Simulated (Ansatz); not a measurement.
| atom | x (Å) | y (Å) | z (Å) |
| --- | --- | --- | --- |
| Ge | 0.3573 | -0.0007 | -0.1619 |
| H | 0.1499 | 0.0022 | 2.9564 |
| F | 1.2335 | -0.0003 | -1.6836 |
| H | -0.4871 | 1.2976 | -0.1811 |
| H | -0.4876 | -1.2985 | -0.1822 |
| F | -0.6418 | -0.0003 | 2.4805 |

The calculation used Ansatz, UKS PBE0/def2-SVP.

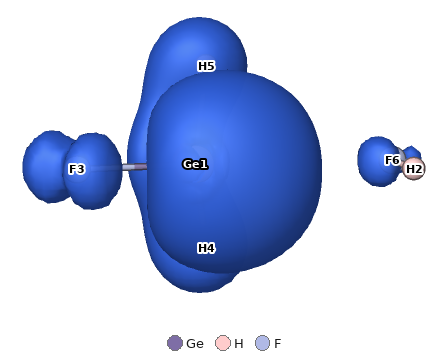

FGeH2···HF (doublet). Isosurfaces of the spin density (α minus β) at +0.015 (blue) and −0.015 e/Å³ (red), seen across its widest extent.

> Describe the spin distribution.

The unpaired spin (1 electron) lies mostly on Ge1 (about 0.8), F3 (about 0.1), H4 (about 0.1) and H5 (about 0.1), in electrons by Hirshfeld's partition.
